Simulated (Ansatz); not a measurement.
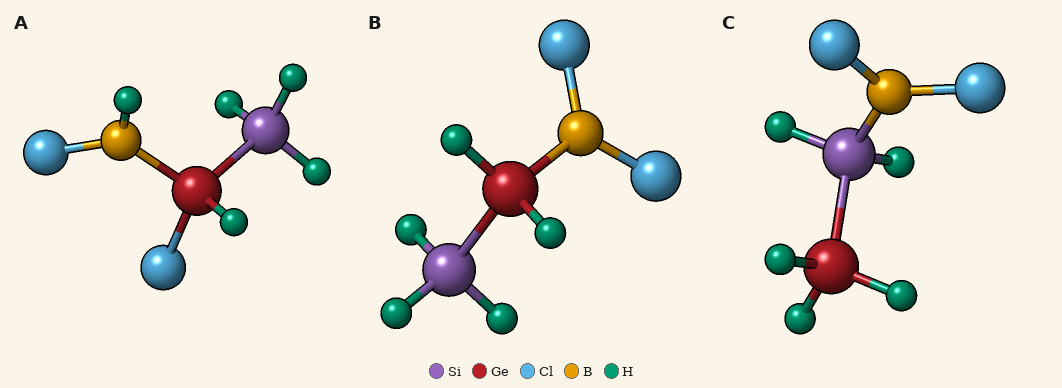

Figure made from data computed with Ansatz.

Which panel belongs to which SMILES?
(1) ClB(Cl)[SiH2][GeH3]
(2) [SiH3][Ge@H]([Cl])[BH]Cl
(3) [SiH3][GeH2][B](Cl)Cl

A is (2), B is (3), C is (1).
